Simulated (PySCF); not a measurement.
**C$_{3}$H$_{10}$BNSi$_{2}$ (SMILES CB(C#C[SiH3])N[SiH3]): density, localisation and related maps**

```json
{"atom": "C", "x (Å)": "-1.0284", "y (Å)": "1.7640", "z (Å)": "-0.1158"}
{"atom": "B", "x (Å)": "-0.4649", "y (Å)": "0.2840", "z (Å)": "-0.0615"}
{"atom": "C", "x (Å)": "1.0321", "y (Å)": "0.0406", "z (Å)": "0.0574"}
{"atom": "C", "x (Å)": "2.2241", "y (Å)": "-0.1648", "z (Å)": "0.1535"}
{"atom": "Si", "x (Å)": "4.0393", "y (Å)": "-0.4543", "z (Å)": "0.3051"}
{"atom": "N", "x (Å)": "-1.3280", "y (Å)": "-0.8253", "z (Å)": "-0.0951"}
{"atom": "Si", "x (Å)": "-3.0637", "y (Å)": "-0.9001", "z (Å)": "-0.2092"}
{"atom": "H", "x (Å)": "-1.1282", "y (Å)": "2.1590", "z (Å)": "0.8950"}
{"atom": "H", "x (Å)": "-0.3617", "y (Å)": "2.4393", "z (Å)": "-0.6478"}
{"atom": "H", "x (Å)": "-2.0103", "y (Å)": "1.8176", "z (Å)": "-0.5800"}
{"atom": "H", "x (Å)": "4.3588", "y (Å)": "-0.6422", "z (Å)": "1.7247"}
{"atom": "H", "x (Å)": "4.7575", "y (Å)": "0.7069", "z (Å)": "-0.2303"}
{"atom": "H", "x (Å)": "4.3906", "y (Å)": "-1.6597", "z (Å)": "-0.4549"}
{"atom": "H", "x (Å)": "-0.8728", "y (Å)": "-1.7252", "z (Å)": "-0.0377"}
{"atom": "H", "x (Å)": "-3.6646", "y (Å)": "-0.1238", "z (Å)": "0.8784"}
{"atom": "H", "x (Å)": "-3.5012", "y (Å)": "-0.3807", "z (Å)": "-1.5093"}
{"atom": "H", "x (Å)": "-3.3856", "y (Å)": "-2.3235", "z (Å)": "-0.0826"}
```

Geometry: GFN2-xTB.

Theory: PySCF, PBE0/pcSseg-1, SCF density, gas phase, non-relativistic.

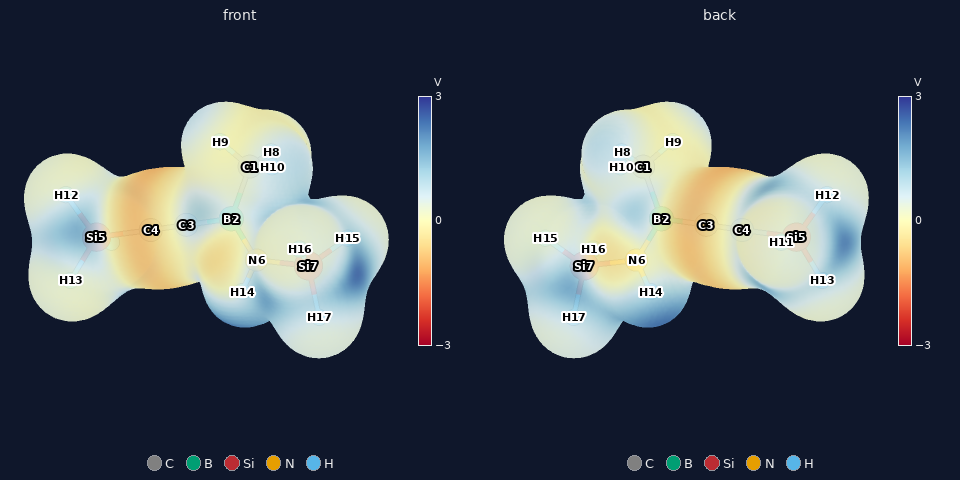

Figure 1. The molecular electrostatic potential painted on the density surface at 0.004 e/bohr³, seen from the front and from behind; red is negative and blue positive.

### Describe the electrostatic potential map.

The most negative region (about −1.0 V, or −23 kcal/mol for a unit charge) lies over C3 and C4, the most positive (about +2.3 V, or +53 kcal/mol for a unit charge) over Si7 and H14.

### How polar is the molecule by this calculation?

Its dipole moment is 1.06 D.

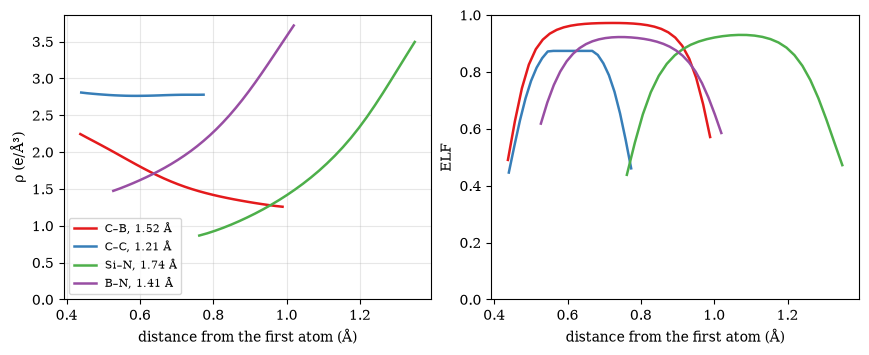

Figure 2. Total electron density and ELF along straight lines between neighbouring atoms. The curves leave out the atomic cores.

### What can be read from the curves?

C–B (1.52 Å): ρ is about 1.5 e/Å³ halfway; the ELF peaks at about 1 between the atoms: localised, covalent bonding.
C–C (1.21 Å): ρ is about 2.8 e/Å³ halfway; the ELF peaks at about 0.85 between the atoms; a short, multiple covalent bond.
Si–N (1.74 Å): ρ at the midpoint is about 1.1 e/Å³; the ELF peaks at about 0.95 between the atoms: a shared but strongly polarised pair.
B–N (1.41 Å): ρ is about 1.9 e/Å³ halfway; the ELF peaks at about 0.90 between the atoms, as expected for a polar covalent bond.
